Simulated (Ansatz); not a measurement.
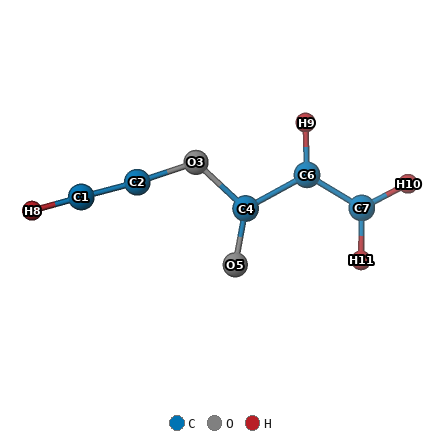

The system is C5H4O2, SMILES C#COC(=O)C=C; the picture shows the reference structure. 
- Coordinates scanned: (1) dihedral O3–C4–C6–C7; (2) dihedral C4–C6–C7–H10.
- Nothing is relaxed (all other coordinates rigid).
- Grid: 18 × 18 points.
- All energies are given in eV relative to the lowest grid point.
- The dihedral twists a double bond; near 90° a spin-restricted reference is unreliable.
- Theory: Ansatz 0.2.0, RKS PBE-D4/def2-SVP.

Its coordinates:

```xyz
11

C    -0.4825   -2.7920    1.8978
C    -0.2355   -1.6645    1.5006
O     0.0469   -0.4326    1.1576
C    -0.0423   -0.0724   -0.2173
O    -0.3671   -0.8588   -1.0690
C     0.3205    1.3524   -0.3515
C     0.3164    1.9435   -1.5617
H    -0.7037   -3.7928    2.2359
H     0.5878    1.8908    0.5704
H     0.5832    3.0038   -1.6832
H     0.0417    1.3657   -2.4589
```

Range: dihedral O3–C4–C6–C7 from −180 to 160°; dihedral C4–C6–C7–H10 from −180 to 160°.

Predict the map.

Answer. The lowest grid point is at dihedral O3–C4–C6–C7 = −180°, dihedral C4–C6–C7–H10 = −180°; the map holds 2 wells of about this depth. There are further wells near dihedral O3–C4–C6–C7 = 0°, dihedral C4–C6–C7–H10 = 0° (0.08 eV above the lowest at that grid point); dihedral O3–C4–C6–C7 = 0°, dihedral C4–C6–C7–H10 = −180° (0.08 eV above the lowest at that grid point). The highest grid point, dihedral O3–C4–C6–C7 = 80°, dihedral C4–C6–C7–H10 = 80°, lies 3.65 eV above the lowest. On the interpolated surface the easiest way out of the lowest well to the well at dihedral O3–C4–C6–C7 = 0°, dihedral C4–C6–C7–H10 = −180° passes a barrier of about 0.35 eV. Round the minimum the two coordinates are nearly uncoupled.

```csv
"dihedral C4–C6–C7–H10 ↓, dihedral O3–C4–C6–C7 →",−180,−140,−100,−60,−20,20,60,100,140
140,0.79,0.93,1.17,1.15,0.90,0.81,0.96,1.11,0.93
100,2.95,3.20,3.58,3.55,3.06,2.88,3.13,3.42,3.15
60,1.72,1.89,2.09,1.89,1.71,1.84,2.17,2.20,1.90
20,0.20,0.34,0.52,0.42,0.27,0.31,0.51,0.55,0.33
−20,0.20,0.33,0.55,0.51,0.31,0.27,0.42,0.52,0.34
−60,1.72,1.90,2.20,2.17,1.84,1.71,1.89,2.09,1.89
−100,2.95,3.15,3.42,3.13,2.88,3.06,3.55,3.59,3.20
−140,0.79,0.93,1.11,0.97,0.82,0.90,1.15,1.18,0.93
−180,0.00,0.13,0.34,0.27,0.10,0.10,0.27,0.34,0.13
```

The table holds every second grid line.

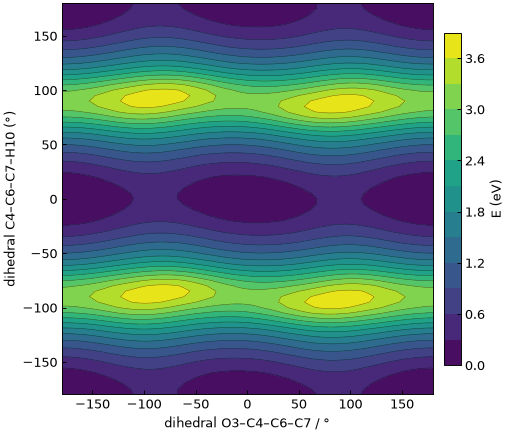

The picture shows filled contours. Between grid points the surface is interpolated.

Each point was launched as `ansatz run input.yaml --threads 1 --pin off --max-ram 2560MiB --backend cpu --events-out ev --progress --plain --runs-dir out`. Time for the 324 points that were run: 24 min on 1 thread of Arm Neoverse V2, with other jobs on the host.
